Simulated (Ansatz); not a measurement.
# CH₇NO₃Ti: single points with varied inputs, part 2 of 2

Ansatz 0.2.0, Gaussian basis; the settings change from run to run. The steps go on from the part before.

## Step 6: SPW92/def2-SVPD

Options: unrestricted orbitals, atoms shaken by 0.15 Å, high accuracy.

in.yaml reads:

```yaml
crystal:
  periodic: [false, false, false]
  atoms:
    - {symbol: C, position_ang: [1.352607, -1.430325, 0.442977]}
    - {symbol: N, position_ang: [0.534089, -0.502252, -0.897464]}
    - {symbol: Ti, position_ang: [-0.566884, 0.858437, -0.097832]}
    - {symbol: O, position_ang: [-2.104727, 0.418998, -0.423816]}
    - {symbol: O, position_ang: [-0.090703, 2.025185, -1.173082]}
    - {symbol: O, position_ang: [-0.060024, 1.215825, 1.635503]}
    - {symbol: H, position_ang: [0.947248, -2.561053, -0.180076]}
    - {symbol: H, position_ang: [0.635641, -1.565069, 1.444608]}
    - {symbol: H, position_ang: [2.398238, -1.579470, 0.615148]}
    - {symbol: H, position_ang: [1.015393, -0.559839, -1.578853]}
    - {symbol: H, position_ang: [-2.330540, -0.771845, -0.428651]}
    - {symbol: H, position_ang: [-0.643933, 2.780346, -1.993605]}
    - {symbol: H, position_ang: [-0.803441, 1.446977, 2.264839]}
basis:
  gaussian: {orbitals: def2-SVPD}
magnetization: {spin_polarized: true, initial_magnetization: 0}
hamiltonian: {xc: {name: SPW92}}
accuracy: high
output: {forces: true}
```

The run is started by

```
$ ansatz run in.yaml --threads 4 --pin off --events-out ev --progress --plain --max-ram 11315MiB
```

Log, shortened:

```text
Functional definition: SPW92
  name "SPW92"
  cite "Dirac, Proc. Camb. Phil. Soc. 26, 376 (1930) doi:10.1017/S0305004100016108"
  cite "Slater, Phys. Rev. 81, 385 (1951) doi:10.1103/PhysRev.81.385"
  cite "Perdew & Wang, Phys. Rev. B 45, 13244 (1992) doi:10.1103/PhysRevB.45.13244"
[...]
4225 factors; integrals over basis functions are off by at most 4.3e-9 eV
[...]
mean field -31765.84661414 eV, -1167.3733314055 hartree, gradient 3.3e-8 eV, S^2 0.000000; 0 other end points of the search recorded, 0 dependent functions left out
[...]
reference -31765.84662050 eV, -1167.3733316392 hartree; 33, 33 occupied and 166, 166 virtual orbitals, 4225 factors
Total energy: -31765.84662050 eV, -1167.3733316392 hartree
Atom 0 at     1.352607    -1.430325     0.442977 Å, force    -7.011276    -3.491718    -3.024014 eV/Å
[...]
Atom 3 at    -2.104727     0.418998    -0.423816 Å, force    -7.536685    -7.065045    -0.761654 eV/Å
Atom 4 at    -0.090703     2.025185    -1.173082 Å, force    -1.722918     7.516176    -6.724835 eV/Å
Atom 5 at    -0.060024     1.215825     1.635503 Å, force    -1.416589     0.384473     0.839530 eV/Å
Atom 6 at     0.947248    -2.561053    -0.180076 Å, force     1.530234     2.761659     2.010850 eV/Å
Atom 7 at     0.635641    -1.565069     1.444608 Å, force     1.783686     1.093173    -2.436481 eV/Å
Atom 8 at     2.398238    -1.579470     0.615148 Å, force     1.391648     0.843122    -0.122196 eV/Å
Atom 9 at     1.015393    -0.559839    -1.578853 Å, force     9.028976    -1.078765   -12.440681 eV/Å
Atom 10 at    -2.330540    -0.771845    -0.428651 Å, force     0.887504     5.340642    -0.156453 eV/Å
Atom 11 at    -0.643933     2.780346    -1.993605 Å, force     2.599145    -3.563337     3.799934 eV/Å
Atom 12 at    -0.803441     1.446977     2.264839 Å, force     1.031867    -0.282482    -0.489511 eV/Å
Dipole moment:    -0.441808    -0.135094    -0.197561 e Å
```

Run time: 6 s. Hardware: 4 threads of AMD EPYC 9R45, shared host; peak memory 1.3 GiB.

Largest force 18.297 eV/Å, dipole 2.41 D, ⟨S²⟩ 0.000.

## Step 7: wB97/ANO-RCC-VTZP

in.yaml reads:

```yaml
crystal:
  periodic: [false, false, false]
  atoms:
    - {symbol: C, position_ang: [1.258492, -1.550834, 0.335995]}
    - {symbol: N, position_ang: [0.728934, -0.515885, -0.520750]}
    - {symbol: Ti, position_ang: [-0.493627, 0.837304, -0.097745]}
    - {symbol: O, position_ang: [-2.192887, 0.256294, -0.320494]}
    - {symbol: O, position_ang: [-0.187032, 2.199276, -1.247011]}
    - {symbol: O, position_ang: [-0.258028, 1.251578, 1.649593]}
    - {symbol: H, position_ang: [1.009584, -2.556133, -0.026775]}
    - {symbol: H, position_ang: [0.840775, -1.449531, 1.339841]}
    - {symbol: H, position_ang: [2.348809, -1.486701, 0.430341]}
    - {symbol: H, position_ang: [1.161519, -0.502809, -1.435918]}
    - {symbol: H, position_ang: [-2.524801, -0.589990, -0.619454]}
    - {symbol: H, position_ang: [-0.780169, 2.678011, -1.825656]}
    - {symbol: H, position_ang: [-0.891070, 1.394620, 2.352834]}
basis:
  gaussian: {orbitals: ANO-RCC-VTZP}
hamiltonian: {xc: {name: wB97}}
output: {forces: true}
```

The command is unchanged.

Log, shortened:

```text
Functional definition: wB97
  name "wB97"
  cite "Chai & Head-Gordon, J. Chem. Phys. 128, 084106 (2008) doi:10.1063/1.2834918"
  cite "Becke, J. Chem. Phys. 107, 8554 (1997) doi:10.1063/1.475007"
[...]
  # The coefficients of nought are those of the uniform gas.
[...]
      + integral(e_c_pw_opposite_spin*poly(b97_u_opposite, 1, cos1, cos2, cos3, cos4))
2012 factors; their error is unknown
692 factors; integrals over basis functions are off by at most 1.6e-5 eV
[...]
mean field -32030.86862779 eV, -1177.1127107688 hartree, gradient 4.5e-5 eV, S^2 0.000000; 0 other end points of the search recorded, 0 dependent functions left out
[...]
reference -32030.86860298 eV, -1177.1127098571 hartree; 33, 33 occupied and 274, 274 virtual orbitals, 2012 factors
Total energy: -32030.86860298 eV, -1177.1127098571 hartree
Relativity: scalar
[...]
Atom 3 at    -2.192887     0.256294    -0.320494 Å, force    -0.063417    -0.080744    -0.024407 eV/Å
Atom 4 at    -0.187032     2.199276    -1.247011 Å, force    -0.056982     0.067830    -0.058611 eV/Å
Atom 5 at    -0.258028     1.251578     1.649593 Å, force    -0.056155     0.026419     0.093048 eV/Å
Atom 6 at     1.009584    -2.556133    -0.026775 Å, force     0.002882     0.039685     0.012371 eV/Å
Atom 7 at     0.840775    -1.449531     1.339841 Å, force    -0.007521     0.001995     0.016376 eV/Å
Atom 8 at     2.348809    -1.486701     0.430341 Å, force    -0.033589     0.008990    -0.006172 eV/Å
Atom 9 at     1.161519    -0.502809    -1.435918 Å, force    -0.027349    -0.002308     0.039247 eV/Å
Atom 10 at    -2.524801    -0.589990    -0.619454 Å, force    -0.021393     0.057617     0.017081 eV/Å
Atom 11 at    -0.780169     2.678011    -1.825656 Å, force     0.053818    -0.001930     0.016879 eV/Å
Atom 12 at    -0.891070     1.394620     2.352834 Å, force     0.057120     0.000624    -0.010659 eV/Å
Dipole moment:    -0.183922    -0.352766    -0.152111 e Å
```

Run time: 14 s. Hardware: 4 threads of AMD EPYC 9R45, shared host; peak memory 1.4 GiB.

Largest force 0.375 eV/Å, dipole 2.05 D.

## Step 8: SVWN5/cc-pVDZ

Set apart from the defaults: charge -1, multiplicity 2.

Edit in.yaml of step 7 so:

```diff
@@ -17,4 +17,5 @@
 basis:
-  gaussian: {orbitals: ANO-RCC-VTZP}
-hamiltonian: {xc: {name: wB97}}
-output: {forces: true}
+  gaussian: {orbitals: cc-pVDZ}
+total_charge: -1
+magnetization: {spin_polarized: true, initial_magnetization: 1}
+hamiltonian: {xc: {name: SVWN5}}
```

Same command.

Log:

```text
Functional definition: SVWN5
  name "SVWN5"
  cite "Dirac, Proc. Camb. Phil. Soc. 26, 376 (1930) doi:10.1017/S0305004100016108"
  cite "Slater, Phys. Rev. 81, 385 (1951) doi:10.1103/PhysRev.81.385"
  cite "Vosko, Wilk & Nusair, Can. J. Phys. 58, 1200 (1980) doi:10.1139/p80-159"
  exchange = slater_x
  correlation = vwn5_c
1654 factors; their error is unknown
mean field evaluation 1: about -31768.3083 eV, gradient 5.6e1 eV
mean field evaluation 2: about -31653.5631 eV, gradient 1.6e2 eV
mean field evaluation 4: about -31775.1373 eV, gradient 3.6e1 eV
mean field evaluation 8: about -31782.1249 eV, gradient 1.2e0 eV
mean field evaluation 16: about -31782.0760 eV, gradient 1.4e-1 eV
mean field evaluation 32: about -31779.7527 eV, gradient 1.7e1 eV
mean field evaluation 64: about -31781.9636 eV, gradient 2.5e-1 eV
mean field -31782.07607611 eV, -1167.9697531321 hartree, gradient 3.0e-5 eV, S^2 0.750636; 8 other end points of the search recorded, 0 dependent functions left out
reference -31782.07613413 eV, -1167.9697552642 hartree; 34, 33 occupied and 114, 115 virtual orbitals, 1654 factors
Total energy: -31782.07613413 eV, -1167.9697552642 hartree
```

Run time: 2.3 s. Hardware: 4 threads of AMD EPYC 9R45, shared host; peak memory 0.35 GiB.

⟨S²⟩ 0.751.

## Step 9: PBE/x2c-TZVPPall

Options: charge +1, multiplicity 2, restricted open-shell orbitals.

Edit in.yaml of step 8 so:

```diff
@@ -17,5 +17,5 @@
 basis:
-  gaussian: {orbitals: cc-pVDZ}
-total_charge: -1
-magnetization: {spin_polarized: true, initial_magnetization: 1}
-hamiltonian: {xc: {name: SVWN5}}
+  gaussian: {orbitals: x2c-TZVPPall}
+total_charge: 1
+magnetization: {spin_polarized: false, initial_magnetization: 1}
+hamiltonian: {xc: {name: PBE}}
```

The command is unchanged.

Log, shortened:

```text
Functional definition: PBE
  name "PBE"
  cite "Perdew, Burke & Ernzerhof, Phys. Rev. Lett. 77, 3865 (1996) doi:10.1103/PhysRevLett.77.3865"
  parent pbe
[...]
1634 factors; their error is unknown
[...]
mean field -32007.46301444 eV, -1176.2525703432 hartree, gradient 2.6e-6 eV, S^2 0.750000; 8 other end points of the search recorded, 0 dependent functions left out
reference -32007.46306798 eV, -1176.2525723106 hartree; 33, 32 occupied and 284, 285 virtual orbitals, 1634 factors
Total energy: -32007.46306798 eV, -1176.2525723106 hartree
Relativity: scalar
```

Wall time 10 s (4 threads of AMD EPYC 9R45, shared host); peak memory 0.78 GiB.

## Step 10: The runs in one table

| level | charge | multiplicity | geometry | functions | energy (eV) | time |
| --- | --- | --- | --- | --- | --- | --- |
| MP2/6-31G | -1 | 2 | relaxed | 88 | -31841.798 | 3.8 s |
| HSE06/def2-mTZVPP | 0 | 1 | shaken | 183 | -31880.649 | 1.2 s |
| SVWN5/cc-pVTZ | 0 | 1 | shaken | 316 | -31785.342 | 15 s |
| SPW92/def2-TZVPP | 0 | 1 | relaxed | 317 | -31785.453 | 1.3 s |
| SPW92/def2-SVPD | 0 | 1 | shaken | 199 | -31765.847 | 6 s |
| wB97/ANO-RCC-VTZP | 0 | 1 | relaxed | 307 | -32030.869 | 14 s |
| SVWN5/cc-pVDZ | -1 | 2 | relaxed | 148 | -31782.076 | 2.3 s |
| PBE/x2c-TZVPPall | 1 | 2 | relaxed | 317 | -32007.463 | 10 s |

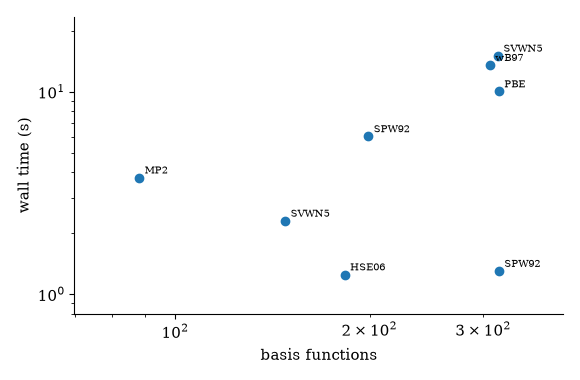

Wall time against the number of basis functions (shared host).

## Step 11: Summary of results

This closing draws on all 2 parts.

```
                                         quantity                     value
                                             runs                         8
                                         quickest  HSE06/def2-mTZVPP, 1.2 s
                                          slowest       SVWN5/cc-pVTZ, 15 s
spread of total energies, same state and geometry                  245.4 eV
                  dipole, same state and geometry            2.05 to 2.05 D
```

What this shows: Run time spans a factor of 12, from HSE06/def2-mTZVPP to SVWN5/cc-pVTZ. The jobs differ in tasks and options as well as level. The totals spread over 245 eV; they can't be compared across methods or bases. Some of these runs are scalar-relativistic and others not, which shifts the totals of all-electron atoms past neon by several eV an atom and more; core potentials, where a basis has them, take the core out of the total altogether. At the PBE0-D4/def2-TZVP geometry and in the same state, the sound runs without point charges leave forces up to 0.77 eV/Å (SPW92/def2-TZVPP), against 18.3 eV/Å where the atoms were moved.
